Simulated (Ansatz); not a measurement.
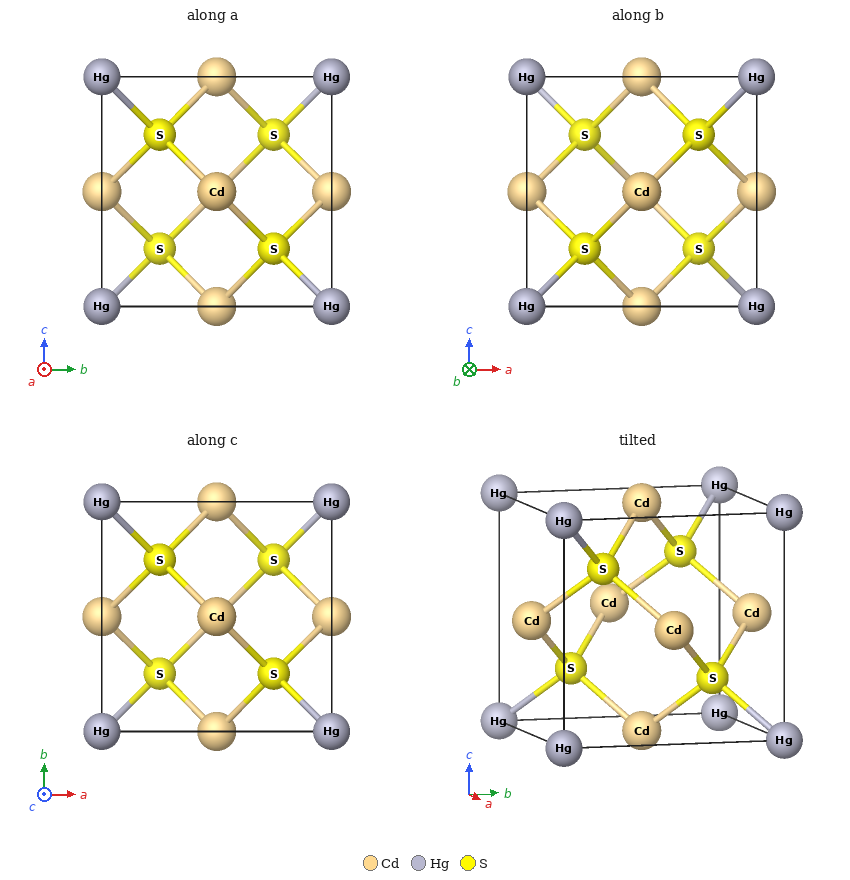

The crystal in a ball-and-stick representation, seen along the a axis, along the b axis, along the c axis and slightly off an axis. The frame is the conventional unit cell; atoms at its boundary are shown with their periodic copies.

Lattice parameters: a = 5.942 Å, b = 5.942 Å, c = 5.942 Å, α = 90.00°, β = 90.00°, γ = 90.00°.

Question: Set out the cell and atoms as a table of Wyckoff sites, with free fractional coordinates to two decimals.

Answer: Space group P-43m (No. 215).
```csv
atom,site,x,y,z
Cd,3c,0.50,0.50,0.00
Hg,1a,0.00,0.00,0.00
S,4e,0.25,0.25,0.25
```

The model was built from a structure type filled with these elements by a generator (whether the compound takes this form wasn't checked). Earlier steps of the study may have refined or changed the cell and positions. A calculation with Ansatz used it as input.

At this level of theory the cell isn't at rest (stretched, at -5 GPa), so its distances can differ from those at equilibrium, the more so the softer the solid.
